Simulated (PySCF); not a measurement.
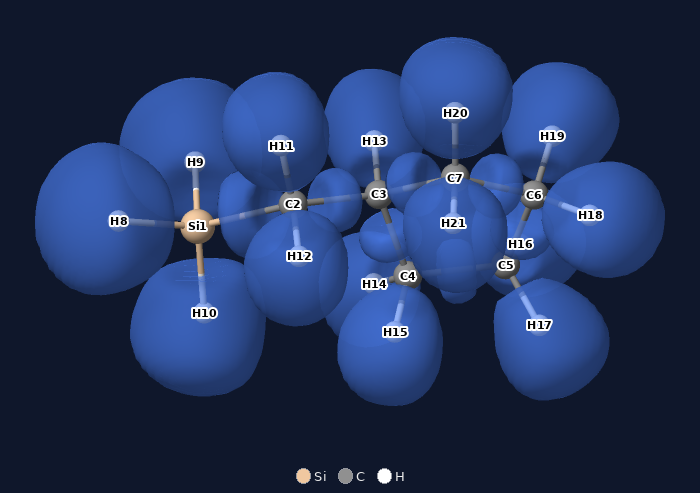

C$_{6}$H$_{14}$Si (SMILES [SiH3]CC1CCCC1). Isosurface of the ELF at 0.75 (blue), seen at an oblique angle. Core shells and regions of very low density are left out.

Geometry: GFN2-xTB.

Method: PBE0/pcSseg-1, SCF density, gas phase, non-relativistic in PySCF.

| atom | x (Å) | y (Å) | z (Å) |
| --- | --- | --- | --- |
| Si | 2.9159 | 0.4057 | 0.2685 |
| C | 1.4579 | -0.8142 | 0.2448 |
| C | 0.1590 | -0.2289 | -0.2935 |
| C | -0.3970 | 0.9240 | 0.5438 |
| C | -1.8849 | 1.0115 | 0.1725 |
| C | -2.2385 | -0.3348 | -0.4888 |
| C | -1.0076 | -1.2199 | -0.2923 |
| H | 4.1347 | -0.3345 | 0.6033 |
| H | 3.0655 | 1.0241 | -1.0507 |
| H | 2.6962 | 1.4500 | 1.2709 |
| H | 1.7249 | -1.6811 | -0.3646 |
| H | 1.2823 | -1.1924 | 1.2550 |
| H | 0.3192 | 0.1205 | -1.3194 |
| H | 0.1297 | 1.8588 | 0.3569 |
| H | -0.2853 | 0.6797 | 1.6019 |
| H | -2.0612 | 1.8328 | -0.5222 |
| H | -2.4972 | 1.1918 | 1.0557 |
| H | -3.1333 | -0.7804 | -0.0558 |
| H | -2.4220 | -0.1919 | -1.5543 |
| H | -0.9144 | -1.9808 | -1.0667 |
| H | -1.0529 | -1.7230 | 0.6761 |

### What do the ELF domains correspond to?

The ELF exceeds this value in six regions between bonded C–C atoms (shared pairs), one region between bonded C–Si atoms (shared pairs) and 14 regions around hydrogen nuclei. Along the contacts the grid gives the following. C–C (1.52 Å): the ELF peaks at about 0.95 between the atoms: localised, covalent bonding. C–Si (1.90 Å): the ELF peaks at about 0.95 between the atoms, as expected for localised, covalent bonding.
